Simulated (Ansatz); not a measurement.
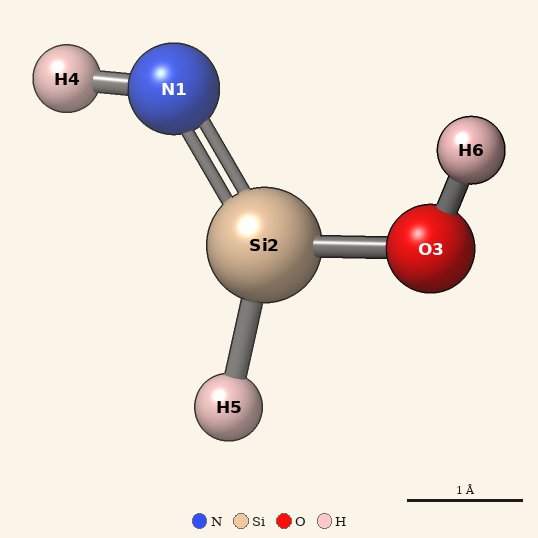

(Drawn from a calculation with Ansatz.)

Orthographic view. Atoms fade into the background with distance from the viewer. Geometry: moved along internal coordinates away from the minimum.

Write a MOL file (V2000) with the atoms in numerical order, bonds sorted by atom number with the orders drawn, and coordinates in the frame of the picture: x right, y up, z towards the viewer, origin at the mean position.

```
H3NOSi
                    3D

  6  5  0  0  0  0  0  0  0  0999 V2000
   -0.8600    0.9900   -0.2300 N   0  0  0  0  0  0  0  0  0  0  0  0
   -0.0700   -0.3700   -0.0800 Si  0  0  0  0  0  4  0  0  0  0  0  0
    1.3800   -0.4000    0.5200 O   0  0  0  0  0  0  0  0  0  0  0  0
   -1.7900    1.0800   -0.6000 H   0  0  0  0  0  0  0  0  0  0  0  0
   -0.3800   -1.7800   -0.3900 H   0  0  0  0  0  0  0  0  0  0  0  0
    1.7300    0.4600    0.7800 H   0  0  0  0  0  0  0  0  0  0  0  0
  1  2  2  0
  1  4  1  0
  2  3  1  0
  2  5  1  0
  3  6  1  0
M  END
```
